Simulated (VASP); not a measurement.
Band structure of BaS (rock salt). Computed with PBE GGA, VASP's PBE PAW potentials (set 64) (plane waves; VASP).

Unless said otherwise, spin-orbit coupling is left out, though it shifts the bands of the heavy elements here.

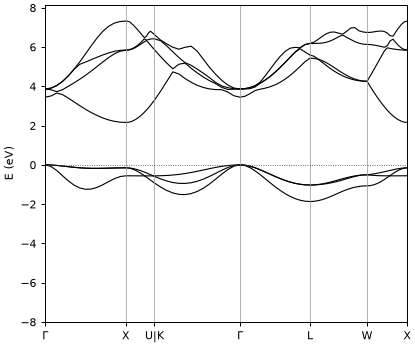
Fig. 1. Bands along high-symmetry lines, zero at the valence-band maximum or, without a gap, the Fermi level

### Question
Read the plot: is there a gap, and where are the band edges?

### Answer
The gap is indirect, 2.16 eV, from the valence maximum at Γ to the conduction minimum at X. (Edges off the drawn lines would not show.)

The compound is BaS in the rock salt structure. It was relaxed first.
